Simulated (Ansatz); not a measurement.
PbS: carrier doping

The parent structure is PbS in the rock salt structure (space group Fm-3m, No. 225; a = 5.9745 Å).

Carriers are added at fixed cell with a uniform background; the Fermi–Dirac width is that of 300 K.

The values are results of DFT with r2SCAN, PAW potentials and a 500 eV plane-wave cutoff in Ansatz (a first-principles code), no spin-orbit coupling, not measurements.

Notes on the quantities. Fermi level from band edge: Fermi level relative to the doped band's edge (positive inside the band; to 0.05 eV).

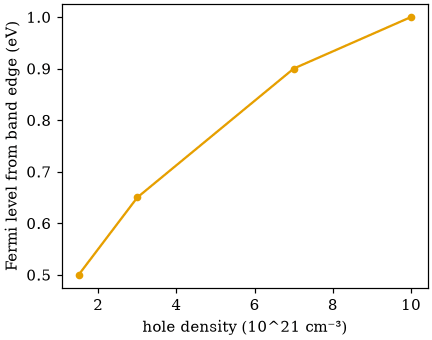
Figure: Fermi level from band edge against hole density

### Question
From the plot, what is the Fermi level from band edge for holes 3.0×10^21 cm⁻³?

### Answer
About 0.65 eV.

### Question
Is the trend monotonic over the range shown?

### Answer
Yes, it rises throughout, spanning +0.50 eV to +1.00 eV.

Carriers are added with a uniform compensating background; total energy and stress of such cells depend on the potential's zero and are not compared; many-body gap narrowing is missing at this level. Stability against distortions was not tested.
